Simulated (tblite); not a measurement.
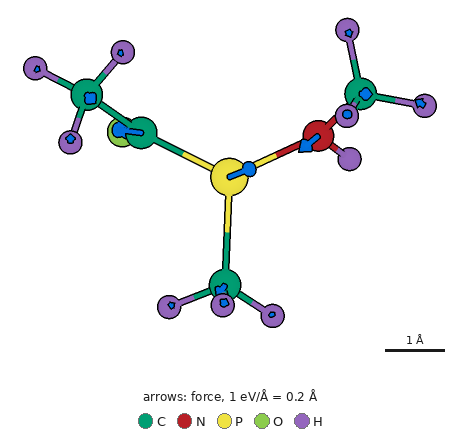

Starting geometry of C4H10NOP with the computed forces as blue arrows. The picture is a ball-and-stick view, seen face on.

Level of theory: GFN2-xTB geometry optimisation, gas phase in tblite 0.8.0. 

What follows when this structure is relaxed?

It isn't relaxed: the largest force vector, on a C atom, is 5.20 eV/Å. The final displacements have little in common with the starting forces (cosine between the two patterns 0.17). After 140 geometry steps the energy has fallen by 51.9 kcal/mol. The largest moves after the best rigid fit, 1.36 Å, are those of O and H atoms. By element the largest moves are O 1.36 Å, H 1.35 Å, P 0.86 Å, C 0.52 Å, N 0.52 Å. Some distances before and after: C–P 1.798 → 1.883 Å, N–P 1.738 → 1.696 Å, C–O 1.242 → 1.206 Å, C–H 1.127 → 1.092 Å. Bond angles that change, for instance: N–P–C 117.1° → 96.9°, C–P–C 113.9° → 93.9°, N–P–C 118.2° → 99.7°. Cost: 0.74 s on 1 thread of Arm Neoverse V2, with other jobs on the host.
